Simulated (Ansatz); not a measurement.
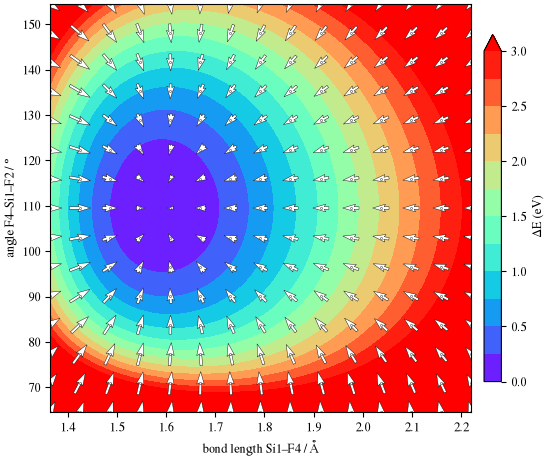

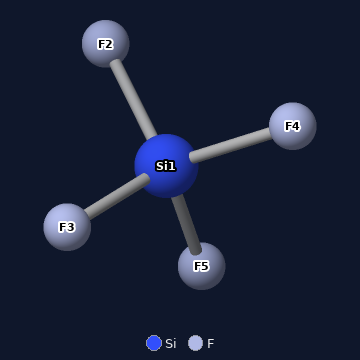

Energy landscape of SiF4. First axis: bond length Si1–F4. Second axis: angle F4–Si1–F2. Nothing is relaxed (all other coordinates rigid). The grid has 15 × 15 points. Points are written as (first, second). Energies are in eV, from the relaxed molecule at the same level. These are results of RKS PBE0-D4/def2-SVP (Ansatz 0.2.0), not measurements.

Drawn: filled contours, dots at the grid points, arrows along the force (downhill), their lengths compressed, one colour for all values above the top of the scale. Between grid points the surface is interpolated. The second picture is the structure at the lowest point.

What does the map say about the system?

The lowest grid point is at (1.609 Å, 109.5°), 0.010 eV from the relaxed molecule at the same level. It is the only kind of minimum in the scanned range. The highest grid point, (1.364 Å, 64.5°), lies 7.43 eV above the lowest. Round the minimum the two coordinates are nearly uncoupled.

Grid values (eV):

| angle F4–Si1–F2 ↓, bond length Si1–F4 → | 1.364 | 1.425 | 1.486 | 1.548 | 1.609 | 1.670 | 1.731 | 1.792 | 1.853 | 1.915 | 1.976 | 2.037 | 2.098 | 2.159 | 2.221 |
| --- | --- | --- | --- | --- | --- | --- | --- | --- | --- | --- | --- | --- | --- | --- | --- |
| 154.5 | 4.30 | 3.32 | 2.69 | 2.32 | 2.15 | 2.13 | 2.21 | 2.36 | 2.58 | 2.83 | 3.10 | 3.38 | 3.67 | 3.96 | 4.25 |
| 148.0 | 3.51 | 2.57 | 1.99 | 1.67 | 1.55 | 1.56 | 1.68 | 1.88 | 2.12 | 2.41 | 2.70 | 3.01 | 3.33 | 3.64 | 3.95 |
| 141.6 | 2.89 | 1.99 | 1.44 | 1.16 | 1.07 | 1.12 | 1.27 | 1.49 | 1.76 | 2.06 | 2.38 | 2.71 | 3.04 | 3.37 | 3.70 |
| 135.2 | 2.40 | 1.53 | 1.01 | 0.75 | 0.69 | 0.76 | 0.93 | 1.17 | 1.46 | 1.79 | 2.12 | 2.47 | 2.81 | 3.15 | 3.49 |
| 128.8 | 2.02 | 1.18 | 0.68 | 0.44 | 0.40 | 0.49 | 0.67 | 0.93 | 1.23 | 1.57 | 1.92 | 2.27 | 2.63 | 2.98 | 3.33 |
| 122.3 | 1.75 | 0.92 | 0.44 | 0.22 | 0.18 | 0.29 | 0.49 | 0.75 | 1.07 | 1.41 | 1.77 | 2.13 | 2.49 | 2.85 | 3.20 |
| 115.9 | 1.59 | 0.77 | 0.29 | 0.08 | 0.05 | 0.17 | 0.37 | 0.65 | 0.96 | 1.32 | 1.68 | 2.05 | 2.41 | 2.77 | 3.13 |
| 109.5 | 1.53 | 0.71 | 0.24 | 0.03 | 0.01 | 0.12 | 0.33 | 0.61 | 0.93 | 1.28 | 1.65 | 2.02 | 2.38 | 2.75 | 3.10 |
| 103.0 | 1.59 | 0.77 | 0.30 | 0.08 | 0.06 | 0.17 | 0.38 | 0.65 | 0.97 | 1.32 | 1.68 | 2.05 | 2.41 | 2.77 | 3.13 |
| 96.6 | 1.79 | 0.95 | 0.47 | 0.24 | 0.21 | 0.31 | 0.51 | 0.77 | 1.08 | 1.43 | 1.78 | 2.15 | 2.51 | 2.86 | 3.21 |
| 90.2 | 2.14 | 1.29 | 0.78 | 0.54 | 0.48 | 0.57 | 0.75 | 1.00 | 1.29 | 1.63 | 1.97 | 2.32 | 2.67 | 3.01 | 3.36 |
| 83.8 | 2.72 | 1.83 | 1.29 | 1.01 | 0.92 | 0.98 | 1.13 | 1.35 | 1.62 | 1.93 | 2.25 | 2.58 | 2.91 | 3.24 | 3.57 |
| 77.3 | 3.65 | 2.70 | 2.10 | 1.76 | 1.62 | 1.62 | 1.72 | 1.89 | 2.12 | 2.39 | 2.68 | 2.97 | 3.27 | 3.58 | 3.88 |
| 70.9 | 5.11 | 4.06 | 3.37 | 2.93 | 2.69 | 2.60 | 2.62 | 2.71 | 2.87 | 3.07 | 3.29 | 3.53 | 3.79 | 4.04 | 4.30 |
| 64.5 | 7.44 | 6.25 | 5.41 | 4.82 | 4.43 | 4.19 | 4.06 | 4.02 | 4.05 | 4.13 | 4.24 | 4.39 | 4.55 | 4.73 | 4.92 |

Each point was launched as `ansatz run input.yaml --threads 1 --pin off --max-ram 2560MiB --backend cpu --events-out ev --progress --plain --runs-dir out`. Time for the 225 points that were run: 8.9 min on 1 thread of Intel(R) Xeon(R) Platinum 8259CL CPU @ 2.50GHz (Skylake/Cascade Lake) (shared host).
